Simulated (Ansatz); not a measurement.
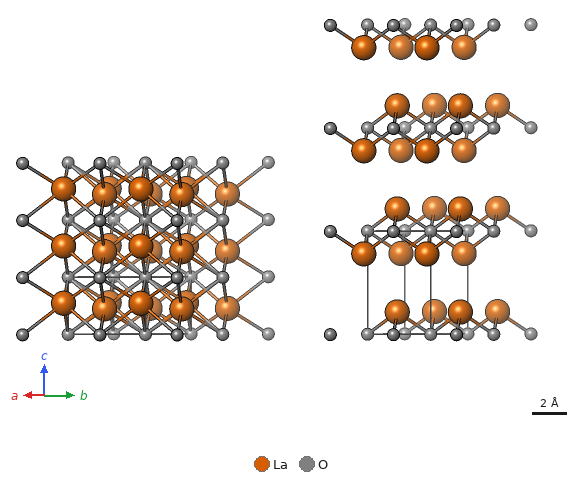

Two geometries of crystalline La₂O (a generated structure, set up in P-3m1) (coarse preliminary run), drawn at one scale. One is the start of a relaxation, the other its converged end. A ball-and-stick model of the cell of the calculation, repeated 2 × 2 × 3 with one cell outlined, seen from a free direction.

These are results of DFT PBE, scalar-relativistic, plane waves, PAW (Ansatz), not measurements. Set-up: plane-wave cutoff 420 eV; k-point mesh 6 × 6 × 6; occupations gaussian; smearing width 0.1 eV; no spin polarisation; cell and atoms relaxed; force threshold 0.04 eV/Å; at most 70 steps.

> Which of the two is the end point?

The right one is the relaxed one. After 28 accepted moves (33 points after the start) the energy has fallen by 1854 meV per atom. The largest force component goes from 1.5 to 0.0033 eV/Å. Pressure: 4.76 GPa at the start and 0.09 GPa at the end. The line search rejected the trial steps at points 13, 18 of the run. At 3 points the geometry stayed and the basis and grid were re-selected for the new cell (energy shift of 128 meV per atom at most each time). The largest moves relative to the cell, 1.44 Å, are those of La atoms. O stays in place. Cell: a = b 4.671 → 3.815 Å (−18.3 %), c 3.437 → 6.198 Å (+80.3 %). Volume +20.3 %. Near-neighbour distances that change, for instance: La–La 3.437 → 6.198 Å, La–O 3.293 → 5.326 Å, La–La 2.718 → 4.136 Å, La–La 4.104 → 3.482 Å. Bond angles that change, for instance: O–La–O 97.4° → 95.2°, La–O–La 97.4° → 95.2°, La–O–La 82.6° → 84.8°. The space group stays P-3m1 (No. 164). Cost: 92 s on 1 thread of Intel(R) Xeon(R) Platinum 8488C (Sapphire Rapids), on a shared host, peak memory 0.45 GiB.
